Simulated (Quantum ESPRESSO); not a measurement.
Consider Sr2MgReO6 (I4/m).

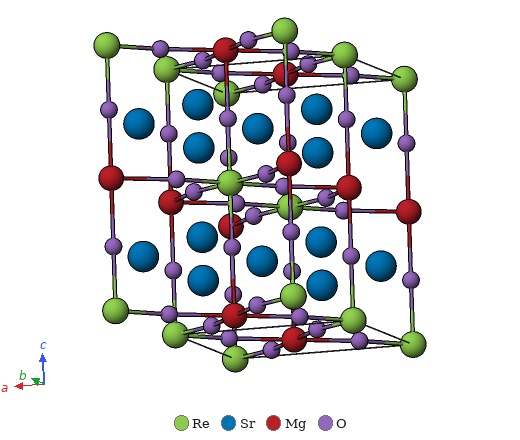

The structure (rhenium green, strontium blue, magnesium red, oxygen purple). 1×2×1 conventional cells are drawn. Some periodic images of atoms are drawn too.

```
CELL_PARAMETERS angstrom
-2.81032 2.81032 4.01810
2.81032 -2.81032 4.01810
2.81032 2.81032 -4.01810
ATOMIC_POSITIONS crystal
Re 0.00000 0.00000 0.00000
Sr 0.75000 0.25000 0.50000
Sr 0.25000 0.75000 0.50000
Mg 0.50000 0.50000 0.00000
O 0.20904 0.72616 0.93520
O 0.79096 0.27384 0.06480
O 0.27384 0.20904 0.48289
O 0.72616 0.79096 0.51711
O 0.75756 0.75756 0.00000
O 0.24244 0.24244 0.00000
```

Absorber: atom 4, with 6 O at 2.07 Å (octahedral, site symmetry 4/m). Method: Quantum ESPRESSO XSpectra, LDA, excited-electron core hole (neutral cell), 10-atom cell with 5.6 Å between holes, 7×7×7 k points, dipole transitions, Lorentzian half width 0.3 eV up to 4 eV, rising linearly to 2.5 eV at 25 eV, without spin-orbit coupling.

**Question.** Where do the maxima of the Mg K edge fall?

Main maxima up to 24 eV above the zero (height): 4.2 eV (1.05) and 9.1 eV (3.05). A K edge sees empty p states on the absorber. The total-energy difference is 1307.59 eV. One term is added: -12.89 eV, since the hole is spin-paired here and a spin-polarised one costs that much less in the free atom (computed apart). The photon energy is then 1294.70 eV. The tabulated edge of the element is 1303 eV. The functional leaves an error in such absolute values: in the free atom LDA prices this hole 6.5 eV below PBE (computed apart), and PBE is itself good to a few eV.

The Mg K spectrum (energy from the energy zero of the input (xe0, at the border of filled and empty states); intensity scaled to a mean of 1 over the first 20 eV; the points at xe0, where the cut of filled states can leave a spike, are interpolated; polarised curves are means over the symmetry-equivalent atoms):

```tsv
E (eV)	isotropic	ε ⊥ c	ε ∥ c
-2.0	0.02	0.02	0.02
-0.5	0.04	0.04	0.04
1.0	0.06	0.06	0.06
2.5	0.20	0.19	0.23
4.0	1.03	0.99	1.12
5.5	0.64	0.65	0.61
7.0	0.99	1.01	0.95
8.5	2.66	2.69	2.62
10.0	2.41	2.38	2.48
11.5	1.21	1.23	1.19
13.0	0.90	0.91	0.90
14.5	0.87	0.88	0.86
16.0	0.85	0.85	0.85
17.5	0.81	0.80	0.82
19.0	0.76	0.75	0.79
20.5	0.77	0.77	0.78
22.0	0.80	0.81	0.80
23.5	0.78	0.78	0.77
25.0	0.70	0.71	0.69
26.5	0.63	0.63	0.62
28.0	0.58	0.59	0.57
29.5	0.58	0.58	0.58
31.0	0.58	0.57	0.58
```

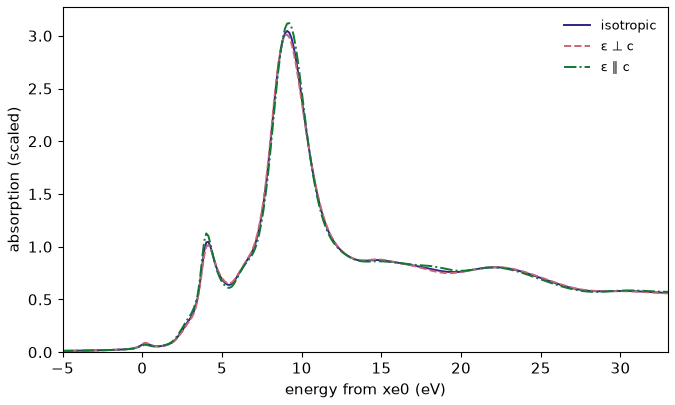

The Mg K edge.

The primitive cell holds an odd number of electrons, so a spin-paired run has to come out metallic; that is right for a metal, but some such compounds are magnetic or distorted insulators. The holes are only 5.6 Å apart, so the shape is probably not converged with cell size; no larger cell was run here. The structure is a computed Materials Project entry and may be a hypothetical form.

[Banner, clock and machine lines of the logs are left out without a mark of their own.]

[Logs are printed without paths, hosts, clocks, repeated set-up lines and the standing remarks that a program may print on its own settings, such as how far it seeks lower states.]

[Hosts, paths, dates, database ids (printed as entryN), source tags and the programs' standing remarks are cut or masked in the printed files.]

[Lists of maxima count a maximum above −3 eV only where it reaches 4 % of the highest in the window and stands out from its surroundings by 2 % of it (1.5 % where it reaches 55 %); shoulders and weaker maxima are passed over, and of the rest the first, up to two pre-edge ones and the few strongest are named.]
